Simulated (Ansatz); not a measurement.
## C3H6O2: geometry relaxation

The run: geometry relaxation of C3H6O2, SMILES C=COCO. Method and program: RKS PBE0/def2-SVP (Ansatz 0.2.0).

It belongs to a series of runs on one base structure; here: end point A relaxed. Figures and captions count atoms from 1; the log counts them from 0 in places.

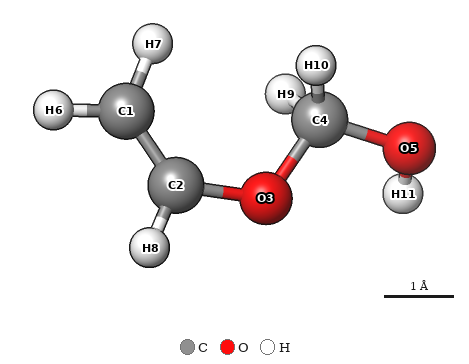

*The input geometry (ball-and-stick view, seen at a tilt; atoms are numbered from 1 in the order of the input).*

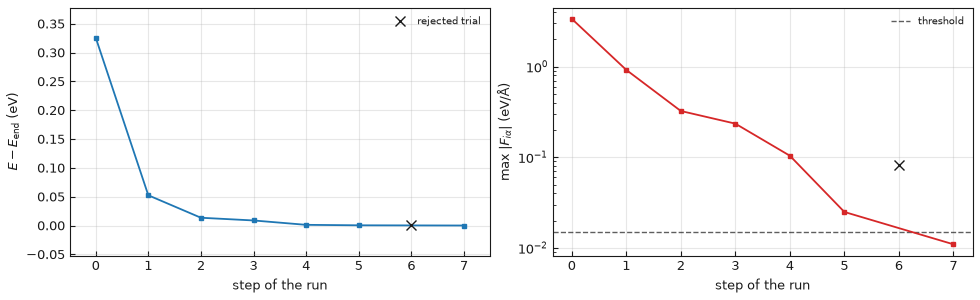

*Progress of the relaxation, step by step (the first geometry is step 0 here and step 1 in the log).*

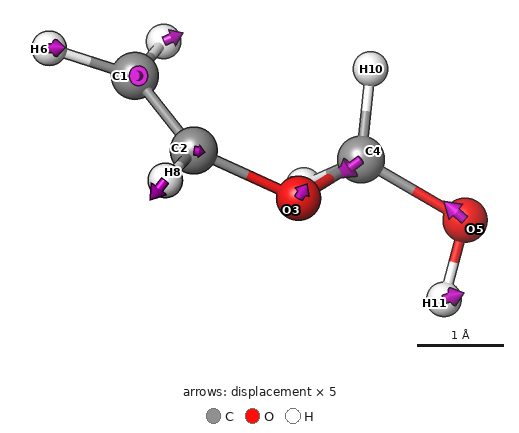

*The starting structure with the displacements as pink arrows, magnified 5 times (ball-and-stick view, seen at a tilt). The two geometries are laid on each other by the best rigid fit.*

The largest move after the best rigid fit is that of C4, 0.078 Å. Largest moves by element: C 0.078 Å, O 0.070 Å, H 0.066 Å. Distances before and after: C4–H9 1.156 → 1.112 Å, C4–H10 1.061 → 1.105 Å, O3–C4 1.450 → 1.410 Å, C4–O5 1.405 → 1.369 Å. Among the angles that change: O5–C4–H10 114.2° → 107.6°, C2–C1–H6 123.5° → 118.7°, H6–C1–H7 112.9° → 117.4°. Over 7 geometry steps the energy falls by 0.326 eV. Largest force component: 3.4 eV/Å at the start, 0.011 eV/Å at the end. The line search rejected the trial step at point 6 (counted from 0) and went back. (Atoms are counted from 1 in the order of the input.)

The input that produced these results follows, with the program's output.

## Input file
```yaml
crystal:
  periodic: [false, false, false]
  atoms:
    - { symbol: C, position_ang: [-0.6249, -0.0077, 1.6708] }
    - { symbol: C, position_ang: [-0.3371, -0.9393, 0.806] }
    - { symbol: O, position_ang: [0.1958, -0.8402, -0.4477] }
    - { symbol: C, position_ang: [0.5836, 0.4718, -0.9284] }
    - { symbol: O, position_ang: [1.09, 0.3461, -2.2333] }
    - { symbol: H, position_ang: [-1.1137, -0.2006, 2.6177] }
    - { symbol: H, position_ang: [-0.5042, 1.0927, 1.4548] }
    - { symbol: H, position_ang: [-0.447, -1.9669, 1.0411] }
    - { symbol: H, position_ang: [-0.4013, 1.0756, -0.9649] }
    - { symbol: H, position_ang: [1.2365, 0.9686, -0.2551] }
    - { symbol: H, position_ang: [0.3877, -0.0571, -2.7403] }
basis:
  gaussian: { orbitals: def2-SVP }
hamiltonian:
  xc: pbe0
relax:
  f_tol: 0.015
  max_steps: 40
```

Launched with:
```bash
ansatz run input.yaml --threads 2 --pin off --max-ram 3072MiB --backend cpu --events-out ev --progress --plain --runs-dir out
```

## Log
```
The last accepted step is kept in [file] (removed where the run ends without a failure and the disk answers)
Engine: ansatz 0.2.0, x86_64-unknown-linux-gnu
Functional definition: PBE0
  parameter a = 0.25
  parameter kappa = 0.804
  parameter beta = 0.06672455060314922
  exchange = (1 - a)*pbe_x(kappa = kappa, mu = beta*pi^2/3) + a*exact_x
  correlation = pbe_c(beta = beta)
1113 factors; integrals over basis functions are off by at most 4.0e-4 eV
mean field evaluation 1: about -7282.3639 eV, gradient 5.0e1 eV
mean field evaluation 2: about -7281.5284 eV, gradient 5.5e1 eV
mean field evaluation 4: about -7287.7320 eV, gradient 2.3e0 eV
mean field evaluation 8: about -7287.7894 eV, gradient 3.9e-2 eV
mean field -7287.78943649 eV, -267.8213219500 hartree, gradient 4.7e-5 eV, S^2 0.000000; 0 other end points of the search recorded, 0 dependent functions left out
the calculation of the forces begins
reference -7287.78945943 eV, -267.8213227930 hartree; 20, 20 occupied and 80, 80 virtual orbitals, 1113 factors
relax step   1: F+E_penalty+E_count = -7287.78943649 eV  Δ(F+E_penalty+E_count) = +0.000e0 eV  max|allowed force component| = 3.373e0 eV/Å  Δτ_max = 0.0000 Å  (26 SCF iters, accepted)
these checks for a lower state are left out or cut short: starts, cluster_reference, orbital_swaps, neighbouring_geometries, increment
1113 factors; integrals over basis functions are off by at most 4.4e-4 eV
mean field evaluation 16: about -7287.8359 eV, gradient 7.6e0 eV
mean field -7288.06299609 eV, -267.8313750798 hartree, gradient 8.9e-6 eV, S^2 0.000000; 0 other end points of the search recorded, 0 dependent functions left out
the calculation of the forces begins
reference -7288.06301919 eV, -267.8313759287 hartree; 20, 20 occupied and 80, 80 virtual orbitals, 1113 factors
relax step   2: F+E_penalty+E_count = -7288.06299609 eV  Δ(F+E_penalty+E_count) = -2.736e-1 eV  max|allowed force component| = 9.208e-1 eV/Å  Δτ_max = 0.0828 Å  (30 SCF iters, accepted)
these checks for a lower state are left out or cut short: starts, cluster_reference, orbital_swaps, neighbouring_geometries, increment
1113 factors; integrals over basis functions are off by at most 4.6e-4 eV
mean field -7288.10195380 eV, -267.8328067491 hartree, gradient 1.9e-5 eV, S^2 0.000000; 0 other end points of the search recorded, 0 dependent functions left out
the calculation of the forces begins
reference -7288.10197686 eV, -267.8328075967 hartree; 20, 20 occupied and 80, 80 virtual orbitals, 1113 factors
relax step   3: F+E_penalty+E_count = -7288.10195380 eV  Δ(F+E_penalty+E_count) = -3.896e-2 eV  max|allowed force component| = 3.242e-1 eV/Å  Δτ_max = 0.0618 Å  (29 SCF iters, accepted)
these checks for a lower state are left out or cut short: starts, cluster_reference, orbital_swaps, neighbouring_geometries, increment
1113 factors; integrals over basis functions are off by at most 4.6e-4 eV
mean field evaluation 32: about -7288.1066 eV, gradient 1.5e-1 eV
mean field -7288.10667298 eV, -267.8329801758 hartree, gradient 2.0e-5 eV, S^2 0.000000; 0 other end points of the search recorded, 0 dependent functions left out
the calculation of the forces begins
reference -7288.10669602 eV, -267.8329810226 hartree; 20, 20 occupied and 80, 80 virtual orbitals, 1113 factors
relax step   4: F+E_penalty+E_count = -7288.10667298 eV  Δ(F+E_penalty+E_count) = -4.719e-3 eV  max|allowed force component| = 2.351e-1 eV/Å  Δτ_max = 0.0483 Å  (30 SCF iters, accepted)
these checks for a lower state are left out or cut short: starts, cluster_reference, orbital_swaps, neighbouring_geometries, increment
1113 factors; integrals over basis functions are off by at most 4.6e-4 eV
mean field -7288.11426221 eV, -267.8332590748 hartree, gradient 2.0e-5 eV, S^2 0.000000; 0 other end points of the search recorded, 0 dependent functions left out
the calculation of the forces begins
reference -7288.11428524 eV, -267.8332599213 hartree; 20, 20 occupied and 80, 80 virtual orbitals, 1113 factors
relax step   5: F+E_penalty+E_count = -7288.11426221 eV  Δ(F+E_penalty+E_count) = -7.589e-3 eV  max|allowed force component| = 1.041e-1 eV/Å  Δτ_max = 0.0280 Å  (28 SCF iters, accepted)
these checks for a lower state are left out or cut short: starts, cluster_reference, orbital_swaps, neighbouring_geometries, increment
1113 factors; integrals over basis functions are off by at most 4.5e-4 eV
mean field -7288.11507358 eV, -267.8332888922 hartree, gradient 1.9e-5 eV, S^2 0.000000; 0 other end points of the search recorded, 0 dependent functions left out
the calculation of the forces begins
reference -7288.11509660 eV, -267.8332897382 hartree; 20, 20 occupied and 80, 80 virtual orbitals, 1113 factors
relax step   6: F+E_penalty+E_count = -7288.11507358 eV  Δ(F+E_penalty+E_count) = -8.114e-4 eV  max|allowed force component| = 2.495e-2 eV/Å  Δτ_max = 0.0081 Å  (30 SCF iters, accepted)
these checks for a lower state are left out or cut short: starts, cluster_reference, orbital_swaps, neighbouring_geometries, increment
1113 factors; integrals over basis functions are off by at most 4.5e-4 eV
mean field -7288.11492020 eV, -267.8332832556 hartree, gradient 2.2e-5 eV, S^2 0.000000; 0 other end points of the search recorded, 0 dependent functions left out
the calculation of the forces begins
reference -7288.11494320 eV, -267.8332841010 hartree; 20, 20 occupied and 80, 80 virtual orbitals, 1113 factors
relax step   7: F+E_penalty+E_count = -7288.11492020 eV  Δ(F+E_penalty+E_count) = +1.534e-4 eV  max|allowed force component| = 8.279e-2 eV/Å  Δτ_max = 0.0160 Å  (30 SCF iters, rejected (line search))
these checks for a lower state are left out or cut short: starts, cluster_reference, orbital_swaps, neighbouring_geometries, increment
1113 factors; integrals over basis functions are off by at most 4.5e-4 eV
mean field -7288.11542848 eV, -267.8333019348 hartree, gradient 9.2e-6 eV, S^2 0.000000; 0 other end points of the search recorded, 0 dependent functions left out
the calculation of the forces begins
reference -7288.11545150 eV, -267.8333027804 hartree; 20, 20 occupied and 80, 80 virtual orbitals, 1113 factors
relax step   8: F+E_penalty+E_count = -7288.11542848 eV  Δ(F+E_penalty+E_count) = -3.549e-4 eV  max|allowed force component| = 1.096e-2 eV/Å  Δτ_max = 0.0078 Å  (23 SCF iters, accepted)
1113 factors; integrals over basis functions are off by at most 4.5e-4 eV
mean field evaluation 64: about -7288.0698 eV, gradient 1.5e-1 eV
mean field -7288.11542848 eV, -267.8333019348 hartree, gradient 9.2e-6 eV, S^2 0.000000; 1 other end points of the search recorded, 0 dependent functions left out
the calculation of the forces begins
reference -7288.11545150 eV, -267.8333027804 hartree; 20, 20 occupied and 80, 80 virtual orbitals, 1113 factors
Total energy: -7288.11545150 eV, -267.8333027804 hartree
Atom 0 at    -0.628795     0.045244     1.640480 Å, force    -0.000362     0.009223    -0.000388 eV/Å
Atom 1 at    -0.319228    -0.936321     0.784157 Å, force     0.006962    -0.000886     0.002352 eV/Å
Atom 2 at     0.234876    -0.831111    -0.433454 Å, force    -0.001582    -0.001550     0.001988 eV/Å
Atom 3 at     0.506134     0.461452    -0.926605 Å, force     0.004231     0.003711     0.000086 eV/Å
Atom 4 at     1.076532     0.359348    -2.166381 Å, force    -0.004303    -0.010040     0.008190 eV/Å
Atom 5 at    -1.074264    -0.217873     2.600349 Å, force    -0.003667    -0.002999    -0.001881 eV/Å
Atom 6 at    -0.455588     1.103693     1.439732 Å, force    -0.000658    -0.001669     0.000861 eV/Å
Atom 7 at    -0.503400    -1.986806     1.029504 Å, force    -0.003458    -0.001550    -0.000786 eV/Å
Atom 8 at    -0.442858     1.040964    -0.927085 Å, force     0.003056    -0.009820     0.005891 eV/Å
Atom 9 at     1.230205     0.970872    -0.265784 Å, force    -0.000485     0.004615    -0.009589 eV/Å
Atom 10 at     0.441785    -0.066461    -2.754214 Å, force     0.000267     0.010965    -0.006723 eV/Å
Dipole moment:    -0.279375     0.048731    -0.029187 e Å
```

## Trajectory as extended XYZ (Å, eV, eV/Å), 8 frames, from step=1 to step=8
```
11
Properties=species:S:1:pos:R:3:forces:R:3 step=1 energy=-7287.78944
C    -0.6249   -0.0077    1.6708   -0.4775   3.3444   0.6990
C    -0.3371   -0.9393    0.8060    1.1211  -0.5754  -2.1865
O     0.1958   -0.8402   -0.4477    0.5498   1.0395   0.4058
C     0.5836    0.4718   -0.9284   -3.3735  -0.9973  -2.0614
O     1.0900    0.3461   -2.2333    0.2856   0.2346   1.9589
H    -1.1137   -0.2006    2.6177    0.0555  -0.4206   0.2560
H    -0.5042    1.0927    1.4548   -0.0248  -1.0760   0.1190
H    -0.4470   -1.9669    1.0411   -0.3497  -1.3314   0.2586
H    -0.4013    1.0756   -0.9649    1.1151  -0.4464   0.1962
H     1.2365    0.9686   -0.2551    1.3906   0.4167   0.6582
H     0.3877   -0.0571   -2.7403   -0.2921  -0.1883  -0.3040
11
Properties=species:S:1:pos:R:3:forces:R:3 step=2 energy=-7288.06300
C    -0.6572    0.0258    1.6389    0.2036   0.9208   0.4207
C    -0.3059   -0.9416    0.7946   -0.1051  -0.3222  -0.7476
O     0.2244   -0.8385   -0.4461   -0.1112   0.7706   0.3038
C     0.5180    0.4767   -0.9303   -0.3516  -0.7014  -0.5566
O     1.0982    0.3423   -2.1805   -0.3784   0.1747   0.6715
H    -1.0348   -0.2011    2.6427   -0.0487  -0.1713  -0.2841
H    -0.5072    1.0976    1.4290   -0.0256  -0.3431   0.0044
H    -0.4982   -1.9907    1.0148    0.0997  -0.1987   0.1703
H    -0.4279    1.0843   -0.9506    0.3210  -0.3160   0.0331
H     1.2307    0.9554   -0.2552    0.3067   0.1973   0.1283
H     0.4254   -0.0671   -2.7367    0.0897  -0.0107  -0.1438
11
Properties=species:S:1:pos:R:3:forces:R:3 step=3 energy=-7288.10195
C    -0.6236    0.0431    1.6436   -0.1821  -0.1027   0.0471
C    -0.3315   -0.9375    0.7757    0.1928  -0.1811   0.2003
O     0.2130   -0.8334   -0.4486   -0.0963   0.2478   0.0959
C     0.4996    0.4671   -0.9305    0.3242  -0.2691   0.0352
O     1.0884    0.3533   -2.1637   -0.2743  -0.0101   0.0278
H    -1.0857   -0.2045    2.6079    0.1813  -0.0350  -0.2133
H    -0.4547    1.1008    1.4400   -0.0163   0.0417  -0.0458
H    -0.4656   -1.9979    1.0374   -0.1383   0.2096  -0.0728
H    -0.4370    1.0594   -0.9433   -0.0826   0.0118   0.0209
H     1.2273    0.9531   -0.2544   -0.0577   0.0384  -0.0430
H     0.4352   -0.0606   -2.7433    0.1493   0.0487  -0.0522
11
Properties=species:S:1:pos:R:3:forces:R:3 step=4 energy=-7288.10667
C    -0.6246    0.0411    1.6460   -0.1214  -0.0210  -0.0006
C    -0.3378   -0.9379    0.7777    0.2351  -0.0171   0.1096
O     0.2150   -0.8255   -0.4406   -0.0633   0.1155  -0.0582
C     0.4992    0.4690   -0.9302    0.0520  -0.1637  -0.0276
O     1.0752    0.3595   -2.1677    0.0436   0.0391   0.0487
H    -1.0628   -0.2198    2.6120    0.0371  -0.0028  -0.0621
H    -0.4613    1.1010    1.4405    0.0058  -0.0242   0.0021
H    -0.4897   -1.9950    1.0284   -0.0872   0.0991  -0.0363
H    -0.4293    1.0718   -0.9202   -0.2166  -0.0417  -0.0915
H     1.2171    0.9751   -0.2669    0.1787  -0.0107   0.0606
H     0.4642   -0.0962   -2.7583   -0.0638   0.0275   0.0553
11
Properties=species:S:1:pos:R:3:forces:R:3 step=5 energy=-7288.11426
C    -0.6247    0.0445    1.6426   -0.0179  -0.0574  -0.0079
C    -0.3141   -0.9369    0.7850   -0.1041  -0.0206   0.0143
O     0.2270   -0.8276   -0.4380    0.0351  -0.0192   0.0275
C     0.5045    0.4651   -0.9270    0.0534  -0.0235   0.0479
O     1.0748    0.3616   -2.1654   -0.0060  -0.0259  -0.0643
H    -1.0718   -0.2165    2.6033    0.0255  -0.0096  -0.0270
H    -0.4636    1.1031    1.4362    0.0237   0.0208   0.0023
H    -0.5036   -1.9901    1.0243    0.0370   0.0744   0.0084
H    -0.4402    1.0480   -0.9253   -0.0487   0.0237  -0.0016
H     1.2318    0.9689   -0.2646   -0.0163   0.0018  -0.0152
H     0.4452   -0.0773   -2.7504    0.0183   0.0355   0.0157
11
Properties=species:S:1:pos:R:3:forces:R:3 step=6 energy=-7288.11507
C    -0.6305    0.0447    1.6402    0.0249   0.0152   0.0108
C    -0.3205   -0.9362    0.7832   -0.0084  -0.0149  -0.0038
O     0.2281   -0.8292   -0.4369    0.0170  -0.0054   0.0159
C     0.5048    0.4634   -0.9270   -0.0048  -0.0051   0.0122
O     1.0778    0.3607   -2.1652   -0.0104  -0.0201  -0.0103
H    -1.0689   -0.2172    2.6037   -0.0063  -0.0108  -0.0111
H    -0.4561    1.1030    1.4394   -0.0098  -0.0021  -0.0038
H    -0.5009   -1.9879    1.0280   -0.0070   0.0146   0.0003
H    -0.4435    1.0439   -0.9297    0.0087   0.0036   0.0090
H     1.2293    0.9695   -0.2636   -0.0142   0.0046  -0.0133
H     0.4458   -0.0717   -2.7516    0.0102   0.0203  -0.0058
11
Properties=species:S:1:pos:R:3:forces:R:3 step=7 energy=-7288.11492 accepted=F
C    -0.6298    0.0455    1.6390   -0.0027   0.0077  -0.0014
C    -0.3193   -0.9364    0.7832    0.0312  -0.0147   0.0320
O     0.2426   -0.8325   -0.4309   -0.0828   0.0195  -0.0162
C     0.5060    0.4610   -0.9263    0.0647  -0.0047   0.0066
O     1.0753    0.3584   -2.1668   -0.0058   0.0010   0.0147
H    -1.0740   -0.2175    2.5996   -0.0149  -0.0029  -0.0111
H    -0.4564    1.1041    1.4389    0.0035  -0.0033   0.0004
H    -0.5046   -1.9867    1.0296    0.0022   0.0063  -0.0062
H    -0.4420    1.0428   -0.9278   -0.0050  -0.0496   0.0227
H     1.2297    0.9689   -0.2638    0.0040   0.0301  -0.0343
H     0.4380   -0.0646   -2.7539    0.0055   0.0106  -0.0072
11
Properties=species:S:1:pos:R:3:forces:R:3 step=8 energy=-7288.11543
C    -0.6288    0.0452    1.6405   -0.0004   0.0092  -0.0004
C    -0.3192   -0.9363    0.7842    0.0070  -0.0009   0.0024
O     0.2349   -0.8311   -0.4335   -0.0016  -0.0015   0.0020
C     0.5061    0.4615   -0.9266    0.0042   0.0037   0.0001
O     1.0765    0.3593   -2.1664   -0.0043  -0.0100   0.0082
H    -1.0743   -0.2179    2.6003   -0.0037  -0.0030  -0.0019
H    -0.4556    1.1037    1.4397   -0.0007  -0.0017   0.0009
H    -0.5034   -1.9868    1.0295   -0.0035  -0.0015  -0.0008
H    -0.4429    1.0410   -0.9271    0.0031  -0.0098   0.0059
H     1.2302    0.9709   -0.2658   -0.0005   0.0046  -0.0096
H     0.4418   -0.0665   -2.7542    0.0003   0.0110  -0.0067
```

## Summary

| quantity | value |
| --- | --- |
| outcome | converged |
| total energy | −7288.1155 eV |
| mean-field energy | −7288.1155 eV |
| largest force (length of the vector) at the end | 0.014 eV/Å |
| hardware | 2 threads of Intel Xeon (Sapphire Rapids), 16 GiB of memory available, shared host |
| wall time | 15 s (CPU time 28 s) |
| peak memory | 0.22 GiB |
